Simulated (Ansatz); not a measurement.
System: BrF2HSi···HF.

```yaml
atoms:
  - { symbol: Si, position_ang: [-0.8522, 0.1365, -0.3341] }
  - { symbol: F, position_ang: [1.7935, -0.9936, 1.1849] }
  - { symbol: F, position_ang: [-0.5001, -1.0896, -1.2557] }
  - { symbol: F, position_ang: [-2.1660, 0.8017, -0.8989] }
  - { symbol: H, position_ang: [-1.0545, -0.2802, 1.0530] }
  - { symbol: H, position_ang: [2.0149, -0.2005, 0.7616] }
  - { symbol: Br, position_ang: [0.7645, 1.6258, -0.5108] }
```

The product side of a reaction path; geometry: PBE0-D4/def2-TZVP; a saddle point, not a minimum.

The calculation used RKS PBE0-D4/def2-TZVPP in Ansatz 0.2.0.

Predict the electron density and electron localisation function between the atoms.

Si–F (1.57 Å): ρ is about 1.3 e/Å³ halfway; the ELF peaks at about 0.85 in the valence shell of F, 0.6 Å from its nucleus, and is about 0.55 at the midpoint.

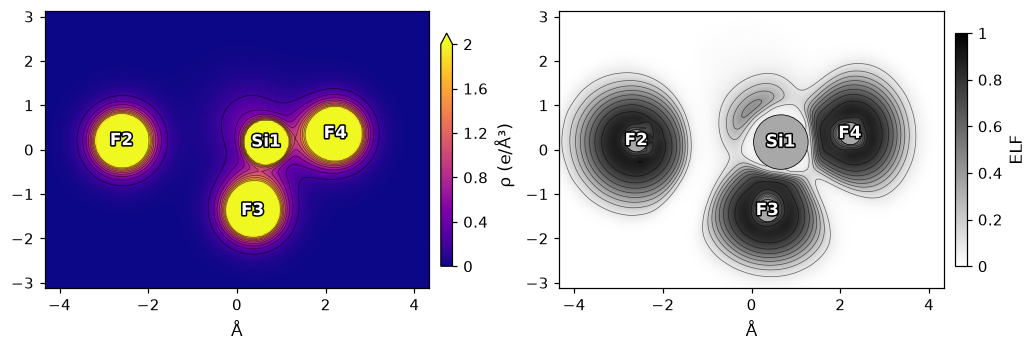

Computed electron density and electron localisation function on the plane of atoms F3, Si1 and F4, in this order. Grey discs cover the atomic cores in the ELF map. 
